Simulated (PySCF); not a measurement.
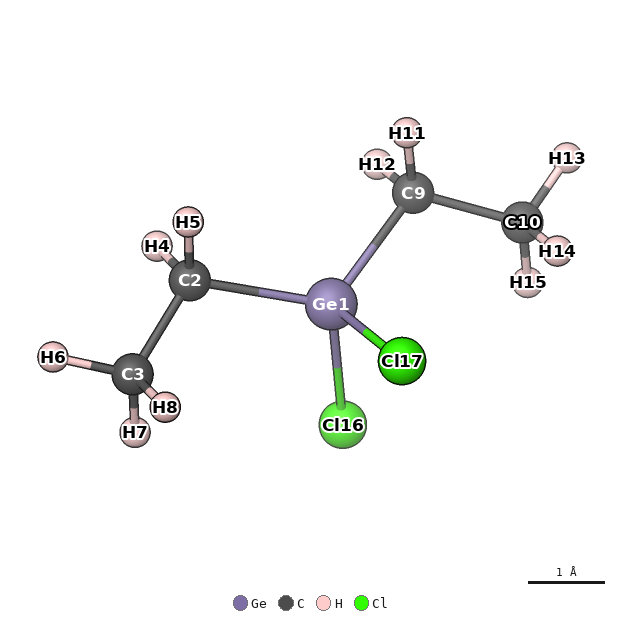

Orthographic view. Atoms fade into the background with distance from the viewer. The geometry was computed by an optimisation with PBE0-D3(BJ)/def2-SVP. No frequency run is at hand to confirm it as a minimum.

Write the connection table.

Ge1: C2, C9, Cl16, Cl17
C2: Ge1, C3, H4, H5
C3: C2, H6, H7, H8
C9: Ge1, C10, H11, H12
C10: C9, H13, H14, H15
Cl16: Ge1
Cl17: Ge1
(terminal hydrogens appear only as neighbours)
